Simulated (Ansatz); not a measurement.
C$_{2}$H$_{5}$NSi: several calculations on one system

## 1. Relaxation

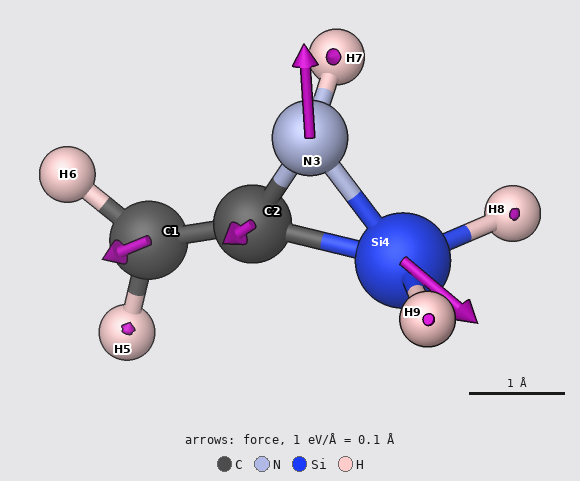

Starting geometry of C2H5NSi with the computed forces as purple arrows. The picture is a ball-and-stick view, seen at a tilt.

The run prepares an end point of a later path (torsion) calculation, from a guessed geometry.

Level of theory: RKS BLYP/6-31G (Ansatz 0.2.0). (no spin polarisation; force threshold 0.015 eV/Å; at most 40 steps)

### What follows when this structure is relaxed?

It isn't relaxed: the largest force vector, on Si4, is 10.72 eV/Å. The final displacements follow the starting forces only in part (cosine between the two patterns 0.32). The atom that moves furthest after the best rigid fit is H7 (0.64 Å). By element the largest moves are H 0.64 Å, N 0.21 Å, Si 0.19 Å, C 0.13 Å. Among the contacts that change: C2–Si4 1.687 → 1.910 Å, N3–Si4 1.644 → 1.817 Å, C2–N3 1.309 → 1.414 Å, C1–C2 1.272 → 1.346 Å. Bond angles that change, for instance: Si4–N3–H7 112.2° → 148.8°, C2–N3–H7 112.1° → 131.4°, N3–Si4–H9 104.6° → 116.7°. Over 10 accepted moves (12 points after the start) the energy falls by 216.6 kJ/mol. The largest force component goes from 9.1 to 0.0064 eV/Å. The line search rejected the trial steps at points 4, 7 of the run.

## 2. Relaxation

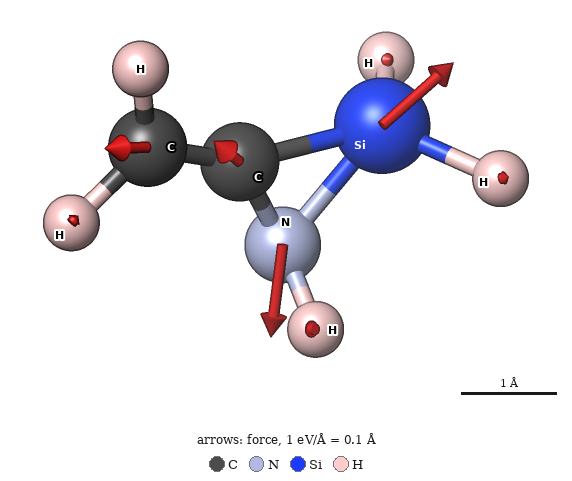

Starting geometry of C₂H₅NSi with the computed forces as red arrows. Style: ball-and-stick. Shown at a tilt.

The run prepares an end point of a later path (torsion) calculation, from a guessed geometry.

Method: RKS BLYP/6-31G (Ansatz 0.2.0).

Input file:
```yaml
crystal:
  periodic: [false, false, false]
  atoms:
    - { symbol: C, position_ang: [-0.0623, 1.2453, -1.0394] }
    - { symbol: C, position_ang: [-0.0465, 0.3336, -0.152] }
    - { symbol: "N", position_ang: [-0.71478, -0.73748, 0.19231] }
    - { symbol: Si, position_ang: [0.45388, -0.38004, 1.29258] }
    - { symbol: H, position_ang: [-0.8566, 1.2755, -1.8539] }
    - { symbol: H, position_ang: [0.5811, 2.1415, -1.0216] }
    - { symbol: H, position_ang: [-1.69066, -0.50297, 0.54976] }
    - { symbol: H, position_ang: [-0.21896, -0.12092, 2.56147] }
    - { symbol: H, position_ang: [1.43557, -1.59052, 1.23218] }
basis:
  gaussian: { orbitals: "6-31G" }
hamiltonian:
  xc: blyp
relax:
  f_tol: 0.015
  max_steps: 40
```

Run as
```bash
ansatz run input.yaml --threads 1 --pin off --max-ram 2048MiB --backend cpu --events-out ev --progress --plain --runs-dir out
```

**What follows when this structure is relaxed?**

It isn't relaxed: the largest force vector, on Si4, is 10.73 eV/Å. The final displacements follow the starting forces only in part (cosine between the two patterns 0.32). After 11 geometry steps the energy has fallen by 216.5 kJ/mol. The largest force component goes from 9 to 0.014 eV/Å. The largest move after the best rigid fit is that of H7, 0.64 Å. Largest moves by element: H 0.64 Å, N 0.22 Å, Si 0.18 Å, C 0.15 Å. Near-neighbour distances that change, for instance: C2–Si4 1.687 → 1.910 Å, N3–Si4 1.644 → 1.817 Å, C2–N3 1.309 → 1.414 Å, C1–C2 1.272 → 1.346 Å. Among the angles between lasting bonds that change: Si4–N3–H7 112.2° → 148.9°, C2–N3–H7 112.1° → 131.4°, N3–Si4–H9 104.6° → 116.7°.

## 3. Path

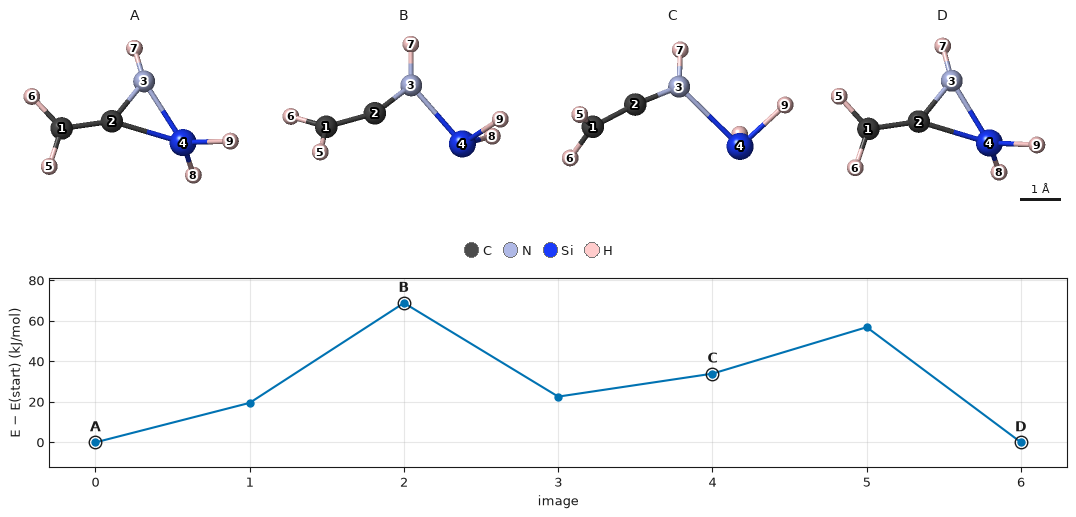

NEB run on C₂H₅NSi. Images are numbered from 0 (start) to 6 (end). Frames A to D are images 0, 2, 4, 6. The picture is a ball-and-stick view, seen at a tilt.

Level of theory: RKS BLYP/6-31G (Ansatz). Set-up: 5 movable images; climbing image; force threshold 0.05 eV/Å; iteration limit 60; starting path through a guess of the saddle point.

### Describe the mechanism and the energy profile.

The path has more than one stage, and so few images may leave a stage unresolved. No bond forms or breaks between the ends. Among the angles between lasting bonds that change up to the highest image: C2–N3–Si4 71.2° → 92.7°, N3–Si4–H9 116.7° → 96.7°. The barrier is about 68.9 kJ/mol in both directions, with image 2 at the top; the ends have the same energy. The profile has 2 maxima (images 2, 5) with a dip at image 3 (+22.6 kJ/mol), so the process runs in steps. The band converged in 29 iterations. The largest component of the band force went from 25 to 0.038 eV/Å. The climbing image converged on the top of the path. Its vibrational analysis gives one imaginary mode (352i cm⁻¹), as a transition state must have.

Cost: 4.6 min on 1 thread of Arm Neoverse V2 (shared host), peak memory 0.099 GiB.
